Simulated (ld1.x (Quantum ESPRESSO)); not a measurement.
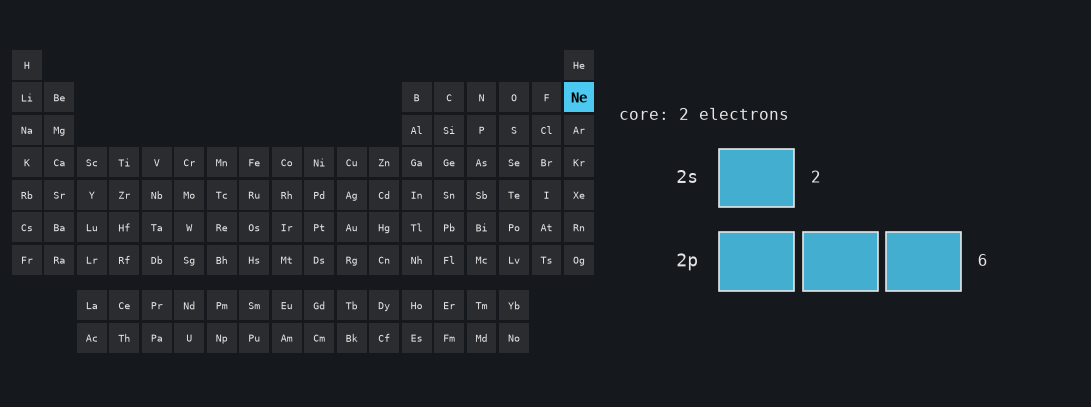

Left, the place of neon in the periodic table; right, the valence shells of the reference configuration: a box for each of the 2l + 1 orbitals, shaded by the share of the shell that is filled, with the electron count at the right.

**Pseudopotential generation for Ne (part 1 of 2)**

Neon (Ne, Z = 10), core [He], reference valence 2s2 2p6, valence charge 8. Computed at this level: ultrasoft potential, PBE, scalar-relativistic, made with ld1.x (Quantum ESPRESSO) 7.5.

The program's output:
```
     Program LD1 v.7.5
     --------------------------- All-electron run ----------------------------

     Ne
     scalar relativistic calculation

     atomic number is 10.00
     dft =PBE   lsd =0 sic =0 latt =0  beta=0.20 tr2=1.0E-14
     Exchange-correlation= PBE
                           (   1   4   3   4   0   0   0)
     mesh =1113 r(mesh) =  99.22747 a.u. xmin = -7.00 dx = 0.01250
     1 Ry =  13.60569312 eV, c = 137.03599908

     n l     nl                  e(Ry)          e(Ha)          e(eV)
     1 0     1S 1( 2.00)       -61.0630       -30.5315      -830.8043
     2 0     2S 1( 2.00)        -2.6757        -1.3379       -36.4051
     2 1     2P 1( 6.00)        -0.9800        -0.4900       -13.3342

     final scf error:  2.6E-15 reached in  30 iterations

     Etot =    -258.027612 Ry,    -129.013806 Ha,   -3510.644510 eV

     Ekin =     257.961006 Ry,     128.980503 Ha,    3509.738283 eV
     Encl =    -623.012868 Ry,    -311.506434 Ha,   -8476.521890 eV
     Eh   =     131.806734 Ry,      65.903367 Ha,    1793.321974 eV
     Exc  =     -24.782484 Ry,     -12.391242 Ha,    -337.182876 eV

     normalization and overlap integrals

     s(1S/1S) =  1.000000  <r> =   0.1579  <r2> =    0.0337  r(max) =   0.1025
     s(2S/2S) =  1.000000  <r> =   0.8970  <r2> =    0.9830  r(max) =   0.6770
     s(2P/2P) =  1.000000  <r> =   0.9815  <r2> =    1.2988  r(max) =   0.6203

     ------------------------ End of All-electron run ------------------------

     --------------------- Generating US pseudopotential ---------------------

      Generating local pot.: lloc=2, matching radius rcloc =   1.0000
      Wfc-us  2S rcutus= 0.758  Estimated cut-off energy=    79.19 Ry
      Wfc-us  2S rcutus= 0.758  Estimated cut-off energy=    79.83 Ry
      Wfc-us  2P rcutus= 0.949  Estimated cut-off energy=    85.95 Ry
      Wfc-us  2P rcutus= 0.949  Estimated cut-off energy=    87.53 Ry

     Q pseudized with Bessel functions
     Expected ecutrho=     819.3495 due to l1=  1   l2=  1

     ------------------- End of pseudopotential generation -------------------

     --------------------------- All-electron run ----------------------------

     Ne
     scalar relativistic calculation

     atomic number is 10.00
     dft =PBE   lsd =0 sic =0 latt =0  beta=0.20 tr2=1.0E-14
     Exchange-correlation= PBE
                           (   1   4   3   4   0   0   0)
     mesh =1113 r(mesh) =  99.22747 a.u. xmin = -7.00 dx = 0.01250
     1 Ry =  13.60569312 eV, c = 137.03599908

     n l     nl                  e(Ry)          e(Ha)          e(eV)
     1 0     1S 1( 2.00)       -61.0630       -30.5315      -830.8043
     2 0     2S 1( 2.00)        -2.6757        -1.3379       -36.4051
     2 1     2P 1( 6.00)        -0.9800        -0.4900       -13.3342

     final scf error:  2.6E-15 reached in  30 iterations

     Etot =    -258.027612 Ry,    -129.013806 Ha,   -3510.644510 eV

     Ekin =     257.961006 Ry,     128.980503 Ha,    3509.738283 eV
     Encl =    -623.012868 Ry,    -311.506434 Ha,   -8476.521890 eV
     Eh   =     131.806734 Ry,      65.903367 Ha,    1793.321974 eV
     Exc  =     -24.782484 Ry,     -12.391242 Ha,    -337.182876 eV

     normalization and overlap integrals

     s(1S/1S) =  1.000000  <r> =   0.1579  <r2> =    0.0337  r(max) =   0.1025
     s(2S/2S) =  1.000000  <r> =   0.8970  <r2> =    0.9830  r(max) =   0.6770
     s(2P/2P) =  1.000000  <r> =   0.9815  <r2> =    1.2988  r(max) =   0.6203

     ------------------------ End of All-electron run ------------------------

     Computing logarithmic derivative in   1.09547
     Computing logarithmic derivative in   1.09547
     Computing the partial wave expansion
     R is outside the sphere for l=    0 j= 0.00
     R is outside the sphere for l=    0 j= 0.00
     R is outside the sphere for l=    1 j= 0.00
     R is outside the sphere for l=    1 j= 0.00
       no projector for channel:   2

     ---------------------- Testing the pseudopotential ----------------------

     Ne
     scalar relativistic calculation

     atomic number is 10.00   valence charge is  8.00
     dft =PBE   lsd =0 sic =0 latt =0  beta=0.20 tr2=1.0E-14
     mesh =1113 r(mesh) =  99.22747 xmin = -7.00 dx = 0.01250

     n l     nl             e AE (Ry)        e PS (Ry)    De AE-PS (Ry)
     1 0     2S   1( 2.00)       -2.67573       -2.67575        0.00002
     2 1     2P   1( 6.00)       -0.98004       -0.98006        0.00002

     eps = 5.8E-15  iter =  4

     Etot =    -258.027612 Ry,    -129.013806 Ha,   -3510.644510 eV
     Etotps =   -69.896090 Ry,     -34.948045 Ha,    -950.984757 eV

     Ekin =      39.176859 Ry,      19.588429 Ha,     533.028315 eV
     Encl =    -169.285694 Ry,     -84.642847 Ha,   -2303.249203 eV
     Ehrt =      62.222962 Ry,      31.111481 Ha,     846.586525 eV
     Ecxc =     -11.923099 Ry,      -5.961550 Ha,    -162.222031 eV
     Epseu=       9.912882 Ry,       4.956441 Ha,     134.871637 eV

     ---------------------- End of pseudopotential test ----------------------
```

Output of the test run (extracts):
```
     ---------------------- Testing the pseudopotential ----------------------

     Ne
     scalar relativistic calculation

     atomic number is 10.00   valence charge is  8.00
     dft =PBE   lsd =0 sic =0 latt =0  beta=0.20 tr2=1.0E-14
     mesh =1113 r(mesh) =  99.22747 xmin = -7.00 dx = 0.01250

     n l     nl             e AE (Ry)        e PS (Ry)    De AE-PS (Ry)
     1 0     2S   1( 2.00)       -2.67573       -2.67575        0.00002
     2 1     2P   1( 6.00)       -0.98004       -0.98006        0.00002

     eps = 5.8E-15  iter =  4

     Etot =    -258.027612 Ry,    -129.013806 Ha,   -3510.644510 eV
     Etotps =   -69.896090 Ry,     -34.948045 Ha,    -950.984757 eV

     Ekin =      39.176859 Ry,      19.588429 Ha,     533.028315 eV
     Encl =    -169.285694 Ry,     -84.642847 Ha,   -2303.249203 eV
     Ehrt =      62.222962 Ry,      31.111481 Ha,     846.586525 eV
     Ecxc =     -11.923099 Ry,      -5.961550 Ha,    -162.222031 eV
     Epseu=       9.912882 Ry,       4.956441 Ha,     134.871637 eV

     ---------------------- End of pseudopotential test ----------------------

     ---------------------- Testing the pseudopotential ----------------------

     Ne
     scalar relativistic calculation

     atomic number is 10.00   valence charge is  8.00
     dft =PBE   lsd =0 sic =0 latt =0  beta=0.20 tr2=1.0E-14
     mesh =1113 r(mesh) =  99.22747 xmin = -7.00 dx = 0.01250

     n l     nl             e AE (Ry)        e PS (Ry)    De AE-PS (Ry)
     1 0     2S   1( 2.00)       -4.09021       -4.09041        0.00020
     2 1     2P   1( 5.00)       -2.37221       -2.37216       -0.00004

     eps = 3.1E-15  iter =  9

     Etot =    -256.375699 Ry,    -128.187850 Ha,   -3488.169091 eV
     Etotps =   -68.244161 Ry,     -34.122080 Ha,    -928.509107 eV
     dEtot_ae =       1.651913 Ry
     dEtot_ps =       1.651930 Ry,   Delta E=      -0.000017 Ry

     Ekin =      37.164026 Ry,      18.582013 Ha,     505.642332 eV
     Encl =    -156.063113 Ry,     -78.031557 Ha,   -2123.346827 eV
     Ehrt =      51.408126 Ry,      25.704063 Ha,     699.443183 eV
     Ecxc =     -10.772651 Ry,      -5.386326 Ha,    -146.569390 eV
     Epseu=      10.019452 Ry,       5.009726 Ha,     136.321595 eV

     ---------------------- End of pseudopotential test ----------------------

     ---------------------- Testing the pseudopotential ----------------------

     Ne
     scalar relativistic calculation

     atomic number is 10.00   valence charge is  8.00
     dft =PBE   lsd =0 sic =0 latt =0  beta=0.20 tr2=1.0E-14
     mesh =1113 r(mesh) =  99.22747 xmin = -7.00 dx = 0.01250

     n l     nl             e AE (Ry)        e PS (Ry)    De AE-PS (Ry)
     1 0     2S   1( 2.00)       -5.74246       -5.74317        0.00072
     2 1     2P   1( 4.00)       -4.02943       -4.02936       -0.00007

     eps = 2.6E-15  iter = 10

     Etot =    -253.195543 Ry,    -126.597771 Ha,   -3444.900857 eV
     Etotps =   -65.064013 Ry,     -32.532006 Ha,    -885.240992 eV
     dEtot_ae =       4.832069 Ry
     dEtot_ps =       4.832078 Ry,   Delta E=      -0.000008 Ry

     Ekin =      33.937764 Ry,      16.968882 Ha,     461.746809 eV
     Encl =    -139.815832 Ry,     -69.907916 Ha,   -1902.291308 eV
     Ehrt =      40.238687 Ry,      20.119344 Ha,     547.475228 eV
     Ecxc =      -9.376332 Ry,      -4.688166 Ha,    -127.571497 eV
     Epseu=       9.951700 Ry,       4.975850 Ha,     135.399775 eV

     ---------------------- End of pseudopotential test ----------------------

     ---------------------- Testing the pseudopotential ----------------------

     Ne
     scalar relativistic calculation

     atomic number is 10.00   valence charge is  8.00
     dft =PBE   lsd =0 sic =0 latt =0  beta=0.20 tr2=1.0E-14
     mesh =1113 r(mesh) =  99.22747 xmin = -7.00 dx = 0.01250

     n l     nl             e AE (Ry)        e PS (Ry)    De AE-PS (Ry)
     1 0     2S   1( 2.00)       -7.59575       -7.59712        0.00137
     2 1     2P   1( 3.00)       -5.92024       -5.91898       -0.00126

     eps = 1.1E-15  iter = 10

     Etot =    -248.239490 Ry,    -124.119745 Ha,   -3377.470323 eV
     Etotps =   -60.108383 Ry,     -30.054191 Ha,    -817.816212 eV
     dEtot_ae =       9.788122 Ry
     dEtot_ps =       9.787707 Ry,   Delta E=       0.000415 Ry

     Ekin =      29.531386 Ry,      14.765693 Ha,     401.794977 eV
     Encl =    -120.869117 Ry,     -60.434559 Ha,   -1644.508116 eV
     Ehrt =      29.455130 Ry,      14.727565 Ha,     400.757457 eV
     Ecxc =      -7.796755 Ry,      -3.898378 Ha,    -106.080257 eV
     Epseu=       9.570973 Ry,       4.785487 Ha,     130.219726 eV

     ---------------------- End of pseudopotential test ----------------------

     ---------------------- Testing the pseudopotential ----------------------

     Ne
     scalar relativistic calculation

     atomic number is 10.00   valence charge is  8.00
     dft =PBE   lsd =0 sic =0 latt =0  beta=0.20 tr2=1.0E-14
     mesh =1113 r(mesh) =  99.22747 xmin = -7.00 dx = 0.01250

     n l     nl             e AE (Ry)        e PS (Ry)    De AE-PS (Ry)
     1 0     2S   1( 1.00)       -4.10537       -4.10434       -0.00103
     2 1     2P   1( 6.00)       -2.38261       -2.38279        0.00018

     eps = 3.8E-15  iter = 10

     Etot =    -254.655281 Ry,    -127.327640 Ha,   -3464.761603 eV
     Etotps =   -66.524209 Ry,     -33.262104 Ha,    -905.107969 eV
     dEtot_ae =       3.372331 Ry
     dEtot_ps =       3.371882 Ry,   Delta E=       0.000450 Ry

     Ekin =      40.000346 Ry,      20.000173 Ha,     544.232433 eV
     Encl =    -156.484319 Ry,     -78.242160 Ha,   -2129.077628 eV
     Ehrt =      51.322012 Ry,      25.661006 Ha,     698.271541 eV
     Ecxc =     -10.751360 Ry,      -5.375680 Ha,    -146.279711 eV
     Epseu=       9.389113 Ry,       4.694557 Ha,     127.745396 eV

     ---------------------- End of pseudopotential test ----------------------

     ---------------------- Testing the pseudopotential ----------------------

     Ne
     scalar relativistic calculation

     atomic number is 10.00   valence charge is  8.00
     dft =PBE   lsd =0 sic =0 latt =0  beta=0.20 tr2=1.0E-14
     mesh =1113 r(mesh) =  99.22747 xmin = -7.00 dx = 0.01250

     n l     nl             e AE (Ry)        e PS (Ry)    De AE-PS (Ry)
     1 0     2S   1( 2.00)       -3.34981       -3.34989        0.00008
     2 1     2P   1( 5.50)       -1.64003       -1.64001       -0.00003

     eps = 5.9E-15  iter = 15

     Etot =    -257.375837 Ry,    -128.687919 Ha,   -3501.776662 eV
     Etotps =   -69.244300 Ry,     -34.622150 Ha,    -942.116693 eV
     dEtot_ae =       0.651775 Ry
     dEtot_ps =       0.651791 Ry,   Delta E=      -0.000016 Ry

     Ekin =      38.322673 Ry,      19.161337 Ha,     521.406529 eV
     Encl =    -163.080768 Ry,     -81.540384 Ha,   -2218.826887 eV
     Ehrt =      56.917448 Ry,      28.458724 Ha,     774.401337 eV
     Ecxc =     -11.383363 Ry,      -5.691681 Ha,    -154.878543 eV
     Epseu=       9.979710 Ry,       4.989855 Ha,     135.780871 eV

     ---------------------- End of pseudopotential test ----------------------

     ---------------------- Testing the pseudopotential ----------------------

     Ne
     scalar relativistic calculation

     atomic number is 10.00   valence charge is  8.00
     dft =PBE   lsd =0 sic =0 latt =0  beta=0.20 tr2=1.0E-14
     mesh =1113 r(mesh) =  99.22747 xmin = -7.00 dx = 0.01250

     n l     nl             e AE (Ry)        e PS (Ry)    De AE-PS (Ry)
     1 0     2S   1( 2.00)       -9.62731       -9.62759        0.00028
     2 1     2P   1( 2.00)       -8.02463       -8.01669       -0.00794  !

     eps = 4.6E-15  iter =  9

     Etot =    -241.284394 Ry,    -120.642197 Ha,   -3282.841414 eV
     Etotps =   -53.157031 Ry,     -26.578516 Ha,    -723.238254 eV
     dEtot_ae =      16.743219 Ry
     dEtot_ps =      16.739059 Ry,   Delta E=       0.004160 Ry

     Ekin =      24.023588 Ry,      12.011794 Ha,     326.857568 eV
     Encl =     -99.468254 Ry,     -49.734127 Ha,   -1353.334543 eV
     Ehrt =      19.651306 Ry,       9.825653 Ha,     267.369640 eV
     Ecxc =      -6.091355 Ry,      -3.045677 Ha,     -82.877102 eV
     Epseu=       8.727683 Ry,       4.363842 Ha,     118.746183 eV

     ---------------------- End of pseudopotential test ----------------------
```

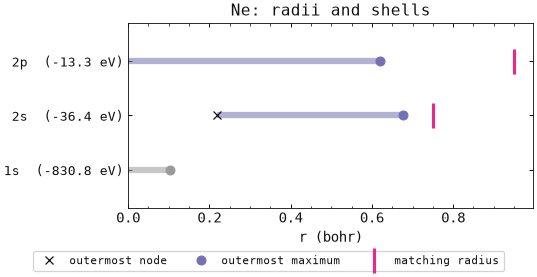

Outer shells of the all-electron reference atom: each bar runs from the outermost node (or the nucleus) to the outermost maximum of u(r); the tick is the radius chosen for the pseudo-wave. Shells without a tick have no pseudo-wave of their own. Levels, nodes and maxima are from ld1.x, scalar-relativistic.

- Radii against the shells: 2s: 0.75 bohr, outside the maximum; 2p: 0.95 bohr, outside the maximum.

(Continued in part 2.) Outcome of the run: generated.
